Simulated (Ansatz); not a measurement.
The parent structure is CdS in the zinc blende structure (space group F-43m, No. 216; a = 5.824 Å).

Perturbation: every lattice vector is shortened by 2.00 %; the atoms relax in the strained cell.

Method: PBEsol in Ansatz (plane waves to 420 eV, PAW, no spin-orbit coupling).

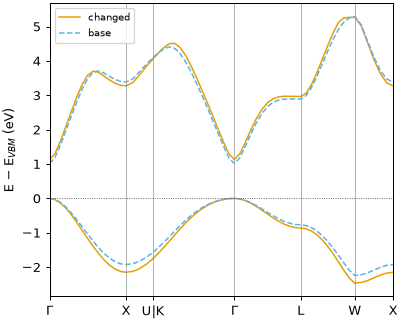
Figure. Highest valence and lowest conduction band along the path, each from its own valence-band maximum

The gap is 1.13 eV, direct at Γ; the base has 1.01 eV.

Whether these cells are dynamically stable was not tested.

Ansatz is an electronic-structure program.
